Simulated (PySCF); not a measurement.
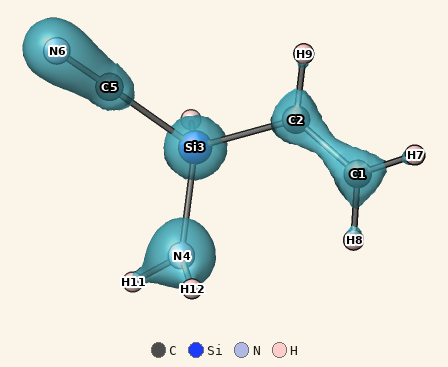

Figure 1: C3H6N2Si. Isosurface of the electron density at 2 e/Å³ (cyan), seen at a tilt.

Geometry: GFN2-xTB.

Method: PBE0/pcSseg-1, SCF density, gas phase, non-relativistic in PySCF.

```
atom    x (Å)    y (Å)    z (Å)
   C   1.7861  -0.9337   0.4561
   C   1.2440   0.0624  -0.2260
  Si  -0.5871   0.2275  -0.6216
   N  -1.4896  -0.8153   0.4047
   C  -0.9647   2.0543  -0.3758
   N  -1.2049   3.1638  -0.2174
   H   2.8464  -0.9948   0.6502
   H   1.1887  -1.7389   0.8521
   H   1.8943   0.8422  -0.6047
   H  -0.9659  -0.0838  -2.0008
   H  -2.4832  -0.9096   0.2728
   H  -1.2630  -0.8749   1.3843
```

### What does this surface tell about the bonding?

At this value the surface falls into eight separate pieces. It bridges the sampled C–N (1.15 Å) and C–C (1.32 Å) contacts, where the density stays above the isovalue. It is pinched off along the sampled Si–N (1.72 Å) and C–Si (1.88 Å) contacts. On the grid the lowest density along these lines, outside the cores, is 3.4 e/Å³ (C–N, 1.15 Å), 2.3 e/Å³ (C–C, 1.32 Å), 0.93 e/Å³ (Si–N, 1.72 Å) and 0.81 e/Å³ (C–Si, 1.88 Å).
